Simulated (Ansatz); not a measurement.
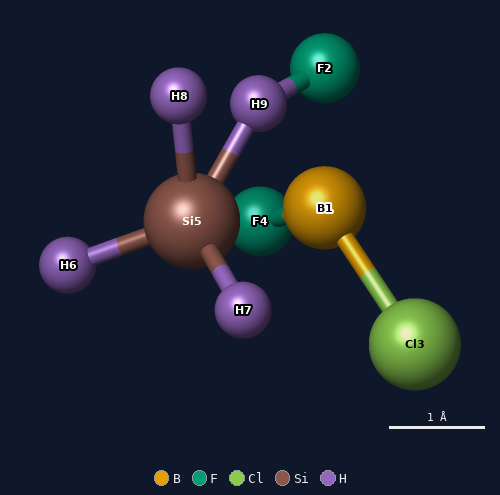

*The structure as given in the input (ball-and-stick view, seen at a tilt; atoms are numbered from 1 in the order of the input).*

## Geometry relaxation, with input and output: BSiH₄ClF₂ (part 1 of 2)

- system: BSiH₄ClF₂
- method: RKS B3LYP-D4/6-31G* (Ansatz 0.2.0)

The input holds or restrains some coordinates. Forces given for the steps count only the free coordinates. It belongs to a series of runs on one base structure; here: pulled along the bonds that form and break, towards end B. Figures and captions count atoms from 1; the log counts them from 0 in places.

## What the program printed
```
The last accepted step is kept in [file] (removed where the run ends without a failure and the disk answers)
Engine: ansatz 0.2.0, x86_64-unknown-linux-gnu
Functional definition: B3LYP
  parameter a0 = 0.2
  parameter ax = 0.72
  parameter ac = 0.81
  exchange = (1 - a0 - ax)*slater_x + ax*b88_x + a0*exact_x
  correlation = (1 - ac)*vwn_rpa_c + ac*lyp_c
935 factors; integrals over basis functions are off by at most 7.0e-4 eV
mean field evaluation 1: about -26571.1026 eV, gradient 3.2e1 eV
mean field evaluation 2: about -26569.4883 eV, gradient 4.8e1 eV
mean field evaluation 4: about -26572.9616 eV, gradient 1.1e0 eV
mean field evaluation 8: about -26572.9840 eV, gradient 5.5e-2 eV
mean field evaluation 16: about -26572.9840 eV, gradient 7.7e-5 eV
mean field -26572.98400117 eV, -976.5391502276 hartree, gradient 7.7e-5 eV, S^2 0.000000; 0 other end points of the search recorded, 0 dependent functions left out
the calculation of the forces begins
reference -26572.98423261 eV, -976.5391587329 hartree; 29, 29 occupied and 62, 62 virtual orbitals, 935 factors
relax step   1: F+E_penalty+E_count = -26573.31398624 eV  Δ(F+E_penalty+E_count) = +0.000e0 eV  max|allowed force component| = 6.179e0 eV/Å  E_restraint = 34.74778867 eV  max|allowed force component, restraints' pulls added| = 3.306e1 eV/Å  Δτ_max = 0.0000 Å  (26 SCF iters, accepted)
  distance B 0 - Si 4 = 2.2500 Å
  distance H 8 - F 1 = 1.0668 Å
  distance B 0 - F 1 = 1.6700 Å
  distance H 8 - Si 4 = 1.4424 Å
these checks for a lower state are left out or cut short: starts, cluster_reference, orbital_swaps, neighbouring_geometries, increment
935 factors; integrals over basis functions are off by at most 8.1e-4 eV
mean field -26574.99187832 eV, -976.6129383518 hartree, gradient 8.9e-5 eV, S^2 0.000000; 0 other end points of the search recorded, 0 dependent functions left out
[... from here on the field's lines of each further geometry are left out, up to the last ...]
relax step   2: F+E_penalty+E_count = -26575.31745103 eV  Δ(F+E_penalty+E_count) = -2.003e0 eV  max|allowed force component| = 5.097e0 eV/Å  E_restraint = 17.68699590 eV  max|allowed force component, restraints' pulls added| = 2.077e1 eV/Å  Δτ_max = 0.1998 Å  (29 SCF iters, accepted)
relax step   3: F+E_penalty+E_count = -26575.97547487 eV  Δ(F+E_penalty+E_count) = -6.580e-1 eV  max|allowed force component| = 3.531e0 eV/Å  E_restraint = 6.90174928 eV  max|allowed force component, restraints' pulls added| = 1.280e1 eV/Å  Δτ_max = 0.1948 Å  (28 SCF iters, accepted)
relax step   4: F+E_penalty+E_count = -26576.48088565 eV  Δ(F+E_penalty+E_count) = -5.054e-1 eV  max|allowed force component| = 3.612e0 eV/Å  E_restraint = 1.54221215 eV  max|allowed force component, restraints' pulls added| = 6.937e0 eV/Å  Δτ_max = 0.1948 Å  (29 SCF iters, accepted)
relax step   5: F+E_penalty+E_count = -26577.09005303 eV  Δ(F+E_penalty+E_count) = -6.092e-1 eV  max|allowed force component| = 2.734e0 eV/Å  E_restraint = 0.14363453 eV  max|allowed force component, restraints' pulls added| = 3.030e0 eV/Å  Δτ_max = 0.1973 Å  (29 SCF iters, accepted)
relax step   6: F+E_penalty+E_count = -26577.39090069 eV  Δ(F+E_penalty+E_count) = -3.008e-1 eV  max|allowed force component| = 1.879e0 eV/Å  E_restraint = 0.06351908 eV  max|allowed force component, restraints' pulls added| = 2.045e0 eV/Å  Δτ_max = 0.2000 Å  (28 SCF iters, accepted)
relax step   7: F+E_penalty+E_count = -26577.52171822 eV  Δ(F+E_penalty+E_count) = -1.308e-1 eV  max|allowed force component| = 1.005e0 eV/Å  E_restraint = 0.03590623 eV  max|allowed force component, restraints' pulls added| = 9.013e-1 eV/Å  Δτ_max = 0.1929 Å  (27 SCF iters, accepted)
relax step   8: F+E_penalty+E_count = -26577.56906469 eV  Δ(F+E_penalty+E_count) = -4.735e-2 eV  max|allowed force component| = 9.207e-1 eV/Å  E_restraint = 0.01951272 eV  max|allowed force component, restraints' pulls added| = 2.580e-1 eV/Å  Δτ_max = 0.2000 Å  (27 SCF iters, accepted)
relax step   9: F+E_penalty+E_count = -26577.57459079 eV  Δ(F+E_penalty+E_count) = -5.526e-3 eV  max|allowed force component| = 8.908e-1 eV/Å  E_restraint = 0.01607376 eV  max|allowed force component, restraints' pulls added| = 2.501e-1 eV/Å  Δτ_max = 0.0594 Å  (28 SCF iters, accepted)
relax step  10: F+E_penalty+E_count = -26577.53884592 eV  Δ(F+E_penalty+E_count) = +3.574e-2 eV  max|allowed force component| = 2.056e0 eV/Å  E_restraint = 0.09154108 eV  max|allowed force component, restraints' pulls added| = 3.928e0 eV/Å  Δτ_max = 0.1952 Å  (34 SCF iters, rejected (line search))
relax step  11: F+E_penalty+E_count = -26577.59208452 eV  Δ(F+E_penalty+E_count) = -1.749e-2 eV  max|allowed force component| = 8.656e-1 eV/Å  E_restraint = 0.01552760 eV  max|allowed force component, restraints' pulls added| = 2.106e-1 eV/Å  Δτ_max = 0.0976 Å  (28 SCF iters, accepted)
relax step  12: F+E_penalty+E_count = -26577.60397463 eV  Δ(F+E_penalty+E_count) = -1.189e-2 eV  max|allowed force component| = 8.392e-1 eV/Å  E_restraint = 0.01571593 eV  max|allowed force component, restraints' pulls added| = 3.261e-1 eV/Å  Δτ_max = 0.1000 Å  (28 SCF iters, accepted)
relax step  13: F+E_penalty+E_count = -26577.62324188 eV  Δ(F+E_penalty+E_count) = -1.927e-2 eV  max|allowed force component| = 7.909e-1 eV/Å  E_restraint = 0.01531571 eV  max|allowed force component, restraints' pulls added| = 2.976e-1 eV/Å  Δτ_max = 0.1500 Å  (28 SCF iters, accepted)
relax step  14: F+E_penalty+E_count = -26577.62816559 eV  Δ(F+E_penalty+E_count) = -4.924e-3 eV  max|allowed force component| = 8.294e-1 eV/Å  E_restraint = 0.01350265 eV  max|allowed force component, restraints' pulls added| = 8.400e-2 eV/Å  Δτ_max = 0.0942 Å  (28 SCF iters, accepted)
relax step  15: F+E_penalty+E_count = -26577.59123967 eV  Δ(F+E_penalty+E_count) = +3.693e-2 eV  max|allowed force component| = 1.414e0 eV/Å  E_restraint = 0.07615113 eV  max|allowed force component, restraints' pulls added| = 2.840e0 eV/Å  Δτ_max = 0.1987 Å  (29 SCF iters, rejected (line search))
relax step  16: F+E_penalty+E_count = -26577.63754653 eV  Δ(F+E_penalty+E_count) = -9.381e-3 eV  max|allowed force component| = 7.334e-1 eV/Å  E_restraint = 0.02135962 eV  max|allowed force component, restraints' pulls added| = 8.321e-1 eV/Å  Δτ_max = 0.0969 Å  (28 SCF iters, accepted)
relax step  17: F+E_penalty+E_count = -26577.62864109 eV  Δ(F+E_penalty+E_count) = +8.905e-3 eV  max|allowed force component| = 9.966e-1 eV/Å  E_restraint = 0.00578189 eV  max|allowed force component, restraints' pulls added| = 5.451e-1 eV/Å  Δτ_max = 0.1000 Å  (27 SCF iters, accepted)
the calculation of the forces begins
reference -26577.33272911 eV, -976.6989630316 hartree; 29, 29 occupied and 62, 62 virtual orbitals, 935 factors
relax step  18: F+E_penalty+E_count = -26577.64105664 eV  Δ(F+E_penalty+E_count) = -1.242e-2 eV  max|allowed force component| = 7.794e-1 eV/Å  E_restraint = 0.01250185 eV  max|allowed force component, restraints' pulls added| = 3.215e-2 eV/Å  Δτ_max = 0.0328 Å  (28 SCF iters, accepted)
```

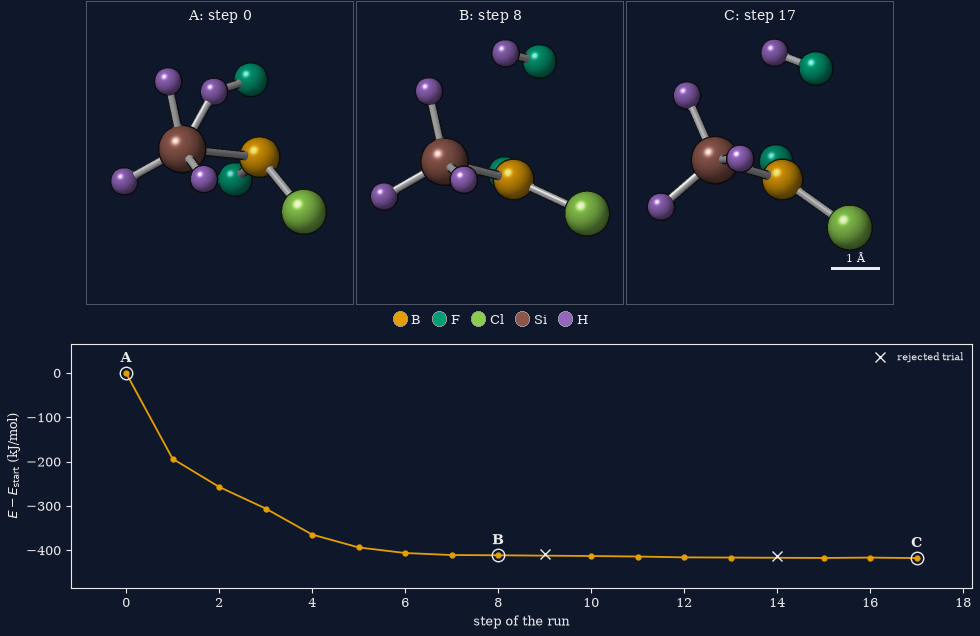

*Frames of the restrained relaxation (ball-and-stick view, seen at a tilt) above the curves, on which the letters mark them (the first geometry is step 0 here and step 1 in the log).*

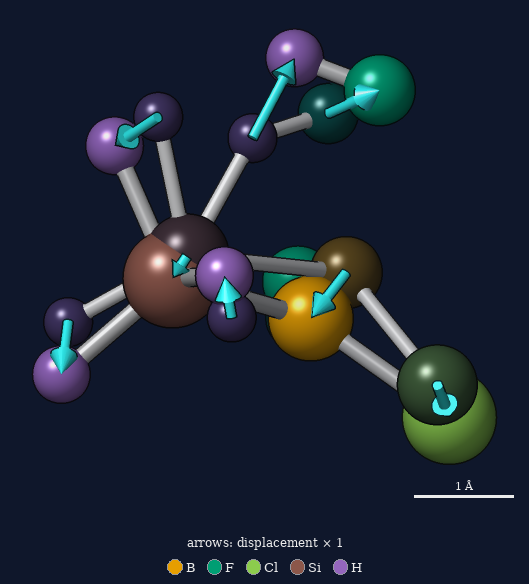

*Start (faint) and end (solid) with the displacements as teal arrows, at true length (ball-and-stick view, seen at a tilt). The two geometries are laid on each other by the best rigid fit.*

Over 17 geometry steps the energy falls by 417.5 kJ/mol. The largest force component goes from 6.2 to 0.78 eV/Å. The line search rejected the trial steps at points 9, 14 (counted from 0) and went back. H9 moves most after the best rigid fit: 0.96 Å. Largest moves by element: H 0.96 Å, F 0.79 Å, B 0.63 Å, Cl 0.63 Å, Si 0.28 Å. Among the contacts that change: Si5–H9 1.442 → 2.666 Å, B1–Si5 2.250 → 1.975 Å, F2–H9 1.067 → 0.933 Å, B1–Cl3 1.860 → 1.773 Å. Bonds break: Si5–H9 (1.44 → 2.67 Å). Among the angles that change: Cl3–B1–Si5 88.6° → 121.7°, F4–B1–Si5 109.9° → 121.0°, H6–Si5–H8 109.4° → 106.3°. (Atoms are counted from 1 in the order of the input.)

```
  distance B 0 - Si 4 = 1.9751 Å
  distance H 8 - F 1 = 0.9331 Å
  distance B 0 - F 1 = 2.5218 Å
  distance H 8 - Si 4 = 2.6655 Å
935 factors; integrals over basis functions are off by at most 6.9e-4 eV
mean field -26577.33249932 eV, -976.6989545872 hartree, gradient 1.0e-5 eV, S^2 0.000000; 1 other end points of the search recorded, 0 dependent functions left out
the calculation of the forces begins
reference -26577.33272911 eV, -976.6989630316 hartree; 29, 29 occupied and 62, 62 virtual orbitals, 935 factors
Total energy: -26577.64128643 eV, -976.7103023039 hartree
Atom 0 at     0.076474    -0.495767    -0.346724 Å, force    -0.146196     0.647331    -0.378287 eV/Å
Atom 1 at     0.673363     0.213454     1.998519 Å, force     0.260665     0.280336    -0.107758 eV/Å
Atom 2 at     1.287470     0.323488    -1.349135 Å, force    -0.002563     0.013714    -0.003470 eV/Å
Atom 3 at    -1.120517     0.067084    -0.267755 Å, force     0.020060    -0.000320     0.027052 eV/Å
Atom 4 at     0.430753    -2.253278     0.481855 Å, force     0.155213    -0.779389     0.230769 eV/Å
Atom 5 at    -0.050862    -3.371427    -0.376597 Å, force     0.004724    -0.004276    -0.007545 eV/Å
Atom 6 at     1.868678    -2.454291     0.785960 Å, force    -0.008794    -0.003841    -0.005714 eV/Å
Atom 7 at    -0.332104    -2.351700     1.768343 Å, force    -0.002865    -0.001331     0.004365 eV/Å
Atom 8 at     0.071344    -0.399264     2.362935 Å, force    -0.280244    -0.152225     0.240587 eV/Å
Dipole moment:    -0.205150    -0.276380     0.295333 e Å
```

## Trajectory as extended XYZ (Å, eV, eV/Å), 18 frames, from step=1 to step=18
```
9
Properties=species:S:1:pos:R:3:forces:R:3 step=1 energy=-26573.31399
B     0.0000    0.0000    0.0000    1.8562  -5.7898   0.0387
F     0.0000    0.0000    1.6700   -1.0942   6.1789   0.9108
Cl    1.6108    0.0000   -0.9300   -0.4883   2.3240  -0.0341
F    -1.1431    0.0000   -0.6600   -0.3370   1.7812   0.4652
Si    0.4732   -2.0821    0.7095    0.7346  -4.2923  -5.6881
H    -0.4416   -3.0308    0.0812   -0.4063  -0.6776   0.2623
H     1.8470   -2.4197    0.3481    0.4095  -0.3951   0.4271
H     0.3219   -2.1489    2.1601    0.0196  -0.7108   1.2519
H     0.2364   -1.0402    1.6785   -0.6942   1.5815   2.3662
9
Properties=species:S:1:pos:R:3:forces:R:3 step=2 energy=-26575.31745
B     0.0239   -0.1267   -0.0895    1.1921  -5.0966   0.0375
F    -0.0099    0.0673    1.8113   -0.2503   2.3836   0.1648
Cl    1.6204    0.0248   -0.9438   -0.0981   2.1866  -0.3915
F    -1.1521    0.0188   -0.6668   -0.0511   1.5370   0.2780
Si    0.4879   -2.1588    0.5680   -0.5189   1.4426   0.2591
H    -0.4567   -3.0542    0.0715   -1.1863  -1.7645  -0.5408
H     1.8637   -2.4305    0.3451    1.1256  -0.6582  -0.0808
H     0.3253   -2.1560    2.1387    0.1479  -0.4789  -0.7215
H     0.2021   -0.9063    1.8228   -0.3609   0.4485   0.9952
9
Properties=species:S:1:pos:R:3:forces:R:3 step=3 energy=-26575.97547
B     0.0460   -0.2548   -0.1959    0.3609  -3.5203  -0.0615
F    -0.0154    0.1103    1.9345   -0.5509   3.5311  -0.1667
Cl    1.6268    0.0489   -0.9537    0.1749   1.9931  -0.6308
F    -1.1528    0.0340   -0.6673    0.3815   1.0990   0.1890
Si    0.4947   -2.1967    0.4483   -0.5727   2.6631   2.9225
H    -0.4742   -3.0794    0.0604   -1.6156  -2.2890  -0.8813
H     1.8793   -2.4384    0.3406    1.3389  -0.7456  -0.3517
H     0.3276   -2.1591    2.1170    0.1791  -0.5025  -1.6748
H     0.1727   -0.7866    1.9736    0.3038  -2.2289   0.6552
9
Properties=species:S:1:pos:R:3:forces:R:3 step=4 energy=-26576.48089
B     0.0631   -0.3785   -0.2931   -0.2795  -1.4035  -0.2841
F    -0.0287    0.1953    2.0255   -0.3313   2.2620  -0.4186
Cl    1.6307    0.0900   -0.9665    0.0975   1.5907  -0.5396
F    -1.1394    0.0497   -0.6617    0.8703   0.4499   0.2226
Si    0.4982   -2.2270    0.3647   -0.5334   1.8314   3.6122
H    -0.5052   -3.1276    0.0420   -1.1774  -1.9532  -0.7293
H     1.9044   -2.4545    0.3302    0.9764  -0.7046  -0.4491
H     0.3314   -2.1709    2.0706    0.1268  -0.3184  -1.8831
H     0.1500   -0.6982    2.1457    0.2506  -1.7543   0.4692
9
Properties=species:S:1:pos:R:3:forces:R:3 step=5 energy=-26577.09005
B     0.0712   -0.4619   -0.3564    1.0182  -0.4567  -0.1170
F    -0.0350    0.2753    2.0371    0.0962  -0.1579   0.0848
Cl    1.6222    0.1661   -0.9810   -0.1892   0.9283  -0.2766
F    -1.0868    0.0505   -0.6391   -0.4485   0.5701  -0.1558
Si    0.4835   -2.2534    0.3693   -0.2783   0.5501   2.7341
H    -0.5304   -3.2039    0.0178   -0.3587  -1.1235  -0.4351
H     1.9215   -2.4900    0.3037    0.2778  -0.5514  -0.4220
H     0.3329   -2.1842    1.9807    0.0021  -0.1717  -1.2905
H     0.1255   -0.6202    2.3253   -0.1196   0.4129  -0.1218
9
Properties=species:S:1:pos:R:3:forces:R:3 step=6 energy=-26577.39090
B     0.0605   -0.4889   -0.3408    0.6541   0.2831  -0.1126
F     0.0554    0.4144    2.0020    0.0788  -0.2207  -0.0065
Cl    1.5646    0.3092   -0.8842   -0.3196   0.4204  -0.1674
F    -1.1207   -0.0181   -0.6494   -0.1360   0.2619  -0.0717
Si    0.4459   -2.2723    0.4239   -0.1292  -0.3906   1.8790
H    -0.4549   -3.2801   -0.1091   -0.2391  -0.6189  -0.2843
H     1.8769   -2.5806    0.3314    0.2308  -0.2164  -0.2790
H     0.2296   -2.3406    1.9898   -0.0113   0.2337  -1.0412
H     0.2473   -0.4647    2.2938   -0.1284   0.2475   0.0836
```
